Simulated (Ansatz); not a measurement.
Run report: SiH4SO, molecular dynamics (part 2 of 2)

The same run, continued: SiH4SO; RKS r2SCAN-d3bjatm/6-31G* (Ansatz 0.2.0). The geometry comes from this level: PBE0-D4/def2-TZVP.

Trajectory as extended XYZ, continued
```
7
Properties=species:S:1:pos:R:3:forces:R:3 step=8 time_fs=8.0 energy=-20822.99689 temperature=571.7
O    -1.4639   -0.4076    0.1952    0.9041   0.7550  -0.0393
Si   -0.0049    0.4741    0.1369   -2.0764   0.3125   1.7090
S     1.5353   -0.4476   -0.7994    2.1880  -2.3716  -0.5189
H    -1.9014   -0.4773   -0.6692    0.0646  -0.0332   0.1138
H    -0.1081    1.7565   -0.6065   -0.0935  -0.0124  -0.0882
H     0.4387    0.7254    1.5544   -0.5143  -0.0924  -0.2841
H     1.7798   -1.5731    0.0519   -0.4725   1.4422  -0.8923
7
Properties=species:S:1:pos:R:3:forces:R:3 step=9 time_fs=9.0 energy=-20822.94063 temperature=485.0
O    -1.4665   -0.4097    0.1956    1.3329   0.8712   0.5549
Si   -0.0015    0.4727    0.1354   -2.5435  -0.2013   1.0067
S     1.5335   -0.4453   -0.7971    2.3705  -2.5372  -0.6098
H    -1.9103   -0.4444   -0.6520   -0.2916  -0.0899  -0.5141
H    -0.0988    1.7345   -0.6011   -0.1475   0.3517  -0.3106
H     0.4328    0.7142    1.4951   -0.2167   0.0959   0.7967
H     1.7880   -1.5762    0.0522   -0.5041   1.5097  -0.9238
7
Properties=species:S:1:pos:R:3:forces:R:3 step=10 time_fs=10.0 energy=-20822.85270 temperature=354.4
O    -1.4682   -0.4112    0.1964    1.5612   0.9097   0.8179
Si    0.0010    0.4713    0.1342   -3.0180  -0.6778   0.0989
S     1.5324   -0.4437   -0.7951    2.4648  -2.4543  -0.8386
H    -1.9220   -0.4124   -0.6397   -0.4809  -0.0920  -0.8053
H    -0.0909    1.7158   -0.5987   -0.1951   0.6639  -0.4978
H     0.4248    0.7038    1.4434    0.1443   0.3093   2.0107
H     1.7913   -1.5648    0.0437   -0.4764   1.3411  -0.7859
7
Properties=species:S:1:pos:R:3:forces:R:3 step=11 time_fs=11.0 energy=-20822.78936 temperature=261.4
O    -1.4691   -0.4121    0.1976    1.4490   0.9124   0.5473
Si    0.0025    0.4696    0.1331   -3.3611  -0.9575  -0.6436
S     1.5321   -0.4429   -0.7932    2.4564  -2.0941  -1.2159
H    -1.9382   -0.3812   -0.6351   -0.3643  -0.0841  -0.5551
H    -0.0848    1.7035   -0.6011   -0.2283   0.8373  -0.5950
H     0.4182    0.6965    1.4109    0.4291   0.4734   2.9242
H     1.7900   -1.5406    0.0276   -0.3808   0.9126  -0.4620
7
Properties=species:S:1:pos:R:3:forces:R:3 step=12 time_fs=12.0 energy=-20822.79971 temperature=274.5
O    -1.4690   -0.4125    0.1992    1.0805   0.9287  -0.0646
Si    0.0028    0.4676    0.1318   -3.4105  -0.9051  -0.7613
S     1.5325   -0.4427   -0.7918    2.3337  -1.4298  -1.7580
H    -1.9580   -0.3509   -0.6358   -0.0235  -0.1146   0.0421
H    -0.0810    1.6992   -0.6091   -0.2433   0.8176  -0.5666
H     0.4158    0.6937    1.4065    0.4740   0.5020   3.0414
H     1.7851   -1.5077    0.0071   -0.2108   0.2011   0.0670
7
Properties=species:S:1:pos:R:3:forces:R:3 step=13 time_fs=13.0 energy=-20822.85874 temperature=358.5
O    -1.4683   -0.4123    0.2008    0.6706   0.9611  -0.6490
Si    0.0020    0.4653    0.1302   -3.1449  -0.5246  -0.1673
S     1.5337   -0.4429   -0.7909    2.1132  -0.5301  -2.4191
H    -1.9780   -0.3217   -0.6361    0.3309  -0.1820   0.6124
H    -0.0794    1.7028   -0.6226   -0.2417   0.6152  -0.4180
H     0.4178    0.6957    1.4311    0.2567   0.3819   2.2867
H     1.7782   -1.4729   -0.0128    0.0153  -0.7216   0.7543
7
Properties=species:S:1:pos:R:3:forces:R:3 step=14 time_fs=14.0 energy=-20822.90240 temperature=425.7
O    -1.4672   -0.4116    0.2019    0.3887   0.9782  -0.9607
Si    0.0000    0.4628    0.1285   -2.7096   0.0353   0.7594
S     1.5354   -0.4433   -0.7907    1.8693   0.3180  -2.9951
H    -1.9948   -0.2942   -0.6306    0.5337  -0.2494   0.9071
H    -0.0802    1.7122   -0.6401   -0.2288   0.2980  -0.1926
H     0.4223    0.7013    1.4777   -0.0780   0.1873   1.0910
H     1.7714   -1.4449   -0.0254    0.2246  -1.5673   1.3909
7
Properties=species:S:1:pos:R:3:forces:R:3 step=15 time_fs=15.0 energy=-20822.92286 temperature=461.0
O    -1.4658   -0.4103    0.2025    0.3123   0.9441  -0.9212
Si   -0.0028    0.4603    0.1271   -2.2600   0.6005   1.5975
S     1.5377   -0.4436   -0.7914    1.7149   0.6675  -3.1530
H    -2.0066   -0.2691   -0.6163    0.5093  -0.2772   0.8466
H    -0.0832    1.7245   -0.6594   -0.2103  -0.0467   0.0524
H     0.4261    0.7088    1.5346   -0.3752   0.0018  -0.0583
H     1.7667   -1.4320   -0.0247    0.3090  -1.8900   1.6361
7
Properties=species:S:1:pos:R:3:forces:R:3 step=16 time_fs=16.0 energy=-20822.94326 temperature=490.9
O    -1.4643   -0.4084    0.2025    0.4503   0.8319  -0.5554
Si   -0.0065    0.4580    0.1263   -1.8617   1.0630   2.1640
S     1.5406   -0.4437   -0.7930    1.6986   0.3077  -2.7206
H    -2.0134   -0.2466   -0.5940    0.2483  -0.2382   0.4569
H    -0.0881    1.7363   -0.6782   -0.1906  -0.3486   0.2704
H     0.4263    0.7162    1.5910   -0.5693  -0.1346  -0.9262
H     1.7651   -1.4371   -0.0084    0.2244  -1.4813   1.3109
7
Properties=species:S:1:pos:R:3:forces:R:3 step=17 time_fs=17.0 energy=-20822.94610 temperature=493.7
O    -1.4625   -0.4060    0.2022    0.7299   0.6387   0.0067
Si   -0.0107    0.4561    0.1261   -1.5119   1.3853   2.4641
S     1.5439   -0.4437   -0.7955    1.7496  -0.4859  -1.8963
H    -2.0179   -0.2264   -0.5673   -0.1783  -0.1320  -0.1282
H    -0.0949    1.7448   -0.6945   -0.1719  -0.5672   0.4350
H     0.4210    0.7224    1.6386   -0.6625  -0.2189  -1.4899
H     1.7656   -1.4564    0.0205    0.0451  -0.6201   0.6087
7
Properties=species:S:1:pos:R:3:forces:R:3 step=18 time_fs=18.0 energy=-20822.91569 temperature=450.8
O    -1.4603   -0.4032    0.2018    0.9530   0.4112   0.4918
Si   -0.0155    0.4547    0.1269   -1.1886   1.5705   2.5602
S     1.5478   -0.4439   -0.7986    1.7668  -1.2765  -1.0228
H    -2.0241   -0.2075   -0.5418   -0.5744  -0.0107  -0.6303
H    -0.1034    1.7479   -0.7065   -0.1548  -0.6856   0.5357
H     0.4094    0.7265    1.6719   -0.6780  -0.2613  -1.8043
H     1.7665   -1.4817    0.0552   -0.1239   0.2524  -0.1302
7
Properties=species:S:1:pos:R:3:forces:R:3 step=19 time_fs=19.0 energy=-20822.88627 temperature=409.8
O    -1.4574   -0.4002    0.2018    0.8569   0.2390   0.5928
Si   -0.0207    0.4538    0.1285   -0.8769   1.6346   2.5041
S     1.5522   -0.4444   -0.8019    1.7033  -1.8238  -0.3069
H    -2.0357   -0.1887   -0.5224   -0.6786   0.0304  -0.7383
H    -0.1133    1.7444   -0.7135   -0.1394  -0.7000   0.5702
H     0.3913    0.7281    1.6879   -0.6347  -0.2713  -1.9210
H     1.7662   -1.5045    0.0887   -0.2306   0.8910  -0.7009
7
Properties=species:S:1:pos:R:3:forces:R:3 step=20 time_fs=20.0 energy=-20822.89927 temperature=430.3
O    -1.4541   -0.3970    0.2022    0.3476   0.1720   0.2546
Si   -0.0262    0.4534    0.1310   -0.5760   1.5901   2.3180
S     1.5571   -0.4455   -0.8054    1.5618  -2.0906   0.2016
H    -2.0539   -0.1696   -0.5100   -0.3951  -0.0607  -0.3969
H    -0.1246    1.7342   -0.7150   -0.1261  -0.6118   0.5388
H     0.3671    0.7270    1.6855   -0.5409  -0.2527  -1.8599
H     1.7637   -1.5189    0.1155   -0.2713   1.2537  -1.0562
```

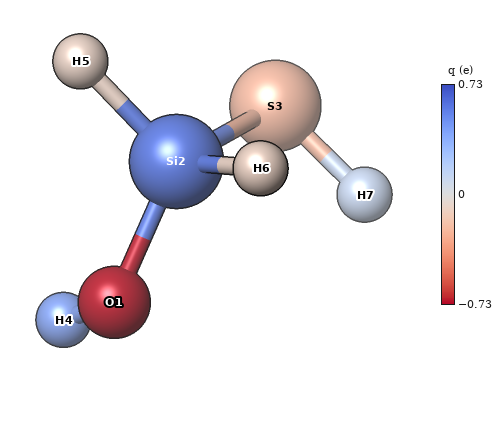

**Figure 1.** Mulliken charges, as the colour of each atom (ball-and-stick view, seen at a tilt; atoms are numbered from 1 in the order of the input). By element: O −0.70, Si +0.57, S −0.28 and H −0.09 to +0.44 e.

This output came from the following input.

The input
```yaml
crystal:
  periodic: [false, false, false]
  atoms:
    - {symbol: O, position_ang: [-1.434573, -0.381955, 0.184855]}
    - {symbol: Si, position_ang: [-0.047545, 0.496498, 0.172960]}
    - {symbol: S, position_ang: [1.565255, -0.475672, -0.828761]}
    - {symbol: H, position_ang: [-1.745321, -0.722394, -0.656092]}
    - {symbol: H, position_ang: [-0.184935, 1.770495, -0.576251]}
    - {symbol: H, position_ang: [0.257218, 0.727894, 1.600361]}
    - {symbol: H, position_ang: [1.651104, -1.482966, 0.057228]}
basis:
  gaussian: {orbitals: "6-31G*"}
hamiltonian: {xc: {name: r2SCAN}, dispersion: d3bjatm}
md: {timestep: 1 fs, n_steps: 20, ensemble: nve, temperature: 1000, initial_velocities: maxwell_boltzmann, seed: 973}
```

Command:
```bash
ansatz run in.yaml --threads 2 --pin off --events-out ev --progress --plain --max-ram 4352MiB
```

Summary

```json
{"quantity": "outcome", "value": "finished"}
{"quantity": "mean temperature over the second half", "value": "401 K"}
{"quantity": "trajectory", "value": "20 steps, 20 fs"}
{"quantity": "ensemble", "value": "nve"}
{"quantity": "temperature in the input", "value": "1000 K"}
{"quantity": "time step", "value": "1 fs"}
{"quantity": "potential energy (last step)", "value": "−20822.8993 eV"}
{"quantity": "mean-field energy (last step)", "value": "−20822.8632 eV"}
{"quantity": "dispersion energy (last step)", "value": "−0.0361 eV"}
{"quantity": "SCF solution under orbital rotations (last step)", "value": "stable"}
{"quantity": "largest force (length of the vector) (last step)", "value": "2.869 eV/Å"}
{"quantity": "dipole moment (last step)", "value": "1.14 D"}
{"quantity": "hardware", "value": "2 threads of AMD EPYC 7571, 15 GiB of memory available, shared host"}
{"quantity": "wall time", "value": "71 s (CPU time 2.3 min)"}
{"quantity": "peak memory", "value": "0.34 GiB"}
```

Notes

So short a trajectory is not equilibrated.
